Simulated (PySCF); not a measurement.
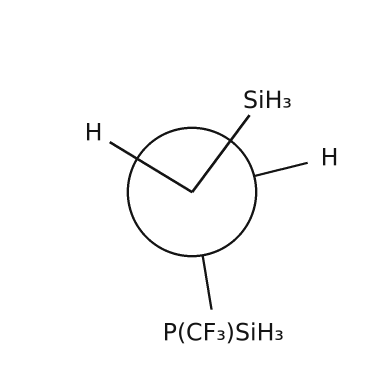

A Newman projection along the P–P bond, phosphorus in front; angles are drawn as computed, but eclipsed bonds slightly apart. The computed structure is the end point of a PBE0-D3(BJ)/def2-SVP optimisation. No frequency run is at hand to confirm it as a minimum.

Which molecule is it?

Answer. CH8F3P3Si2, FC(F)(F)P([SiH3])PP[SiH3]

What is the torsion angle from the front SiH3 to the back P(CF3)SiH3? The sign is positive where the front bond must turn clockwise to cover the back bond.

Answer. 134°, anticlinal.
